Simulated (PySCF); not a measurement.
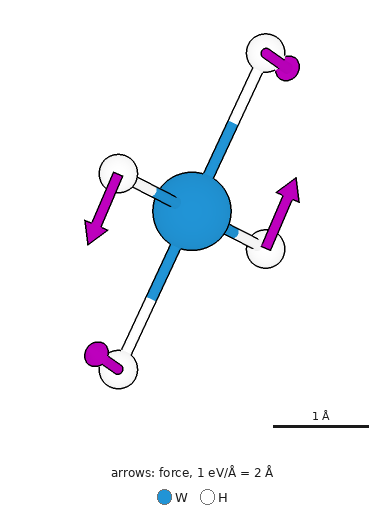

Starting geometry of WH4 (multiplicity 3) with the computed forces as purple arrows. The picture is a ball-and-stick view, seen from a free direction.

Theory: UKS r2SCAN, W def2-SVP with ECP60, H def2-SVP; non-relativistic Hamiltonian with scalar-relativistic core potentials; density fitting in PySCF.

Input file:
```
mol = gto.M(atom='''
W     -0.00000    -0.00000     0.00000
H      1.84058     0.03532     0.00000
H      0.03505     1.84059    -0.00000
H     -1.84058    -0.03532    -0.00000
H     -0.03505    -1.84059     0.00000''',
    basis={'W': 'def2-SVP', 'H': 'def2-SVP'},
    ecp={'W': 'def2-SVP'},
    charge=0, spin=2)
mf = dft.UKS(mol, xc='R2SCAN')
mf.grids.atom_grid = (50, 194)  # f atoms: at least (60, 302), unpruned
mf = mf.density_fit()  # W def2-universal-JKFIT, H def2-universal-JKFIT
mf.conv_tol = 1e-08; mf.max_cycle = 55
mf.kernel(dm0)
# quasi-Newton relaxation in Cartesian coordinates to a largest gradient under 0.00045 Eh/bohr
```

Launched with:
```bash
OMP_NUM_THREADS=2 python run.py
```

Q: Is this structure relaxed? If not, where do the atoms go?

A: It isn't relaxed: the largest force vector, on H atoms, is 0.41 eV/Å. The atoms end up moving mostly along the starting forces (cosine between the two patterns 0.99). The largest moves after the best rigid fit, 0.56 Å, are those of H2, H3, H4 and H5. W stays in place. Some distances before and after: W1–H2 1.841 → 1.817 Å. Among the angles between lasting bonds that change: H2–W1–H3 87.8° → 52.9°, H2–W1–H5 92.2° → 127.1°. Over 7 geometry steps the energy falls by 46.6 kJ/mol. The largest force component goes from 0.41 to 0.0016 eV/Å.
